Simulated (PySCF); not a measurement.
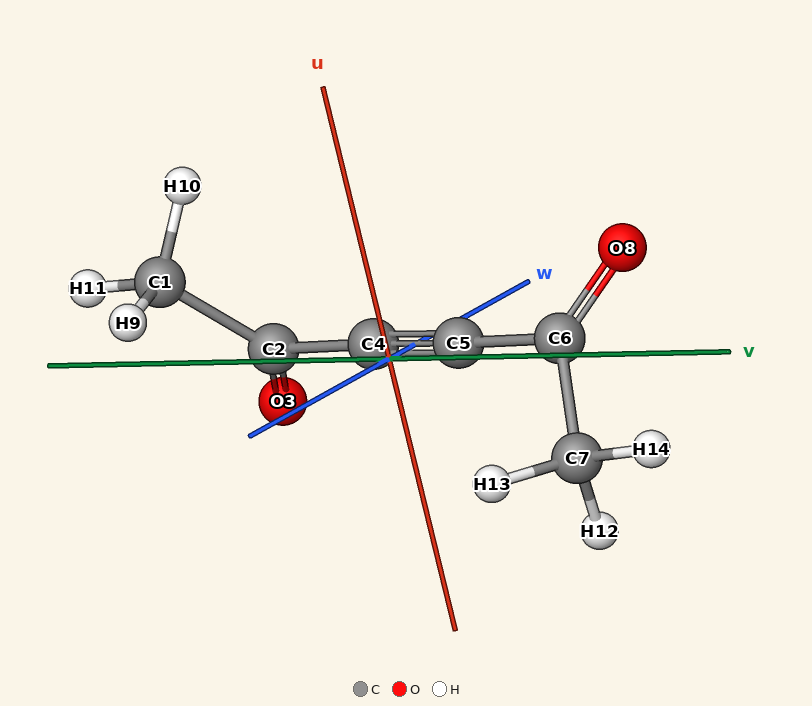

The lines u, v and w are the principal axes of the static dipole polarisability. Computed geometry: GFN2-xTB optimisation. No frequency run is at hand to confirm it as a minimum. Computed with PBE0/def2-SVPD (PySCF 2.14.0).

### Along which axis is the molecule most polarisable, and along which least?

Most along v (nearly parallel to the C4–C5 bond), least along w.

### Give the three principal values.

u 65.2, v 116.2, w 59.5 bohr³; mean 80.3, anisotropy 54.1 bohr³.
